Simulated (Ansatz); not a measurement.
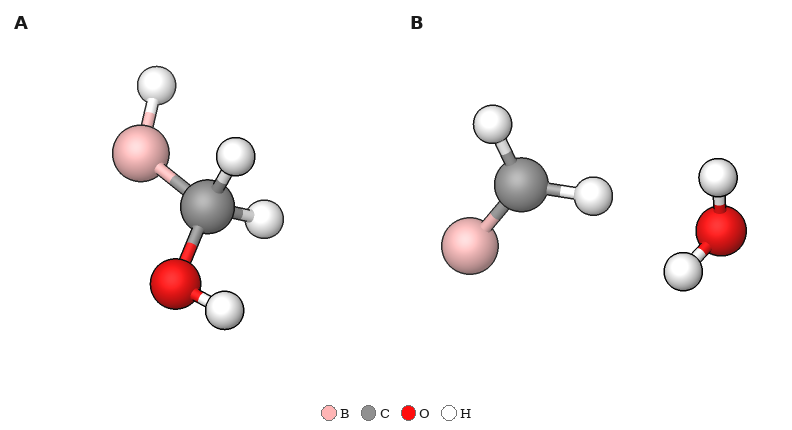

2 stationary structures of one formula. State: neutral, doublet. Geometries: PBE-D4/def2-SVP. Electronic energies: PBE-D4/def2-SVP (Ansatz 0.2.0), without zero-point energy. No frequency run is at hand to confirm each as a minimum. Each is one conformer, not always the lowest.

Question: Rank them by energy, lowest first.

Answer: A is lowest (Cs); B lies 31.3 kcal/mol above it (C1).
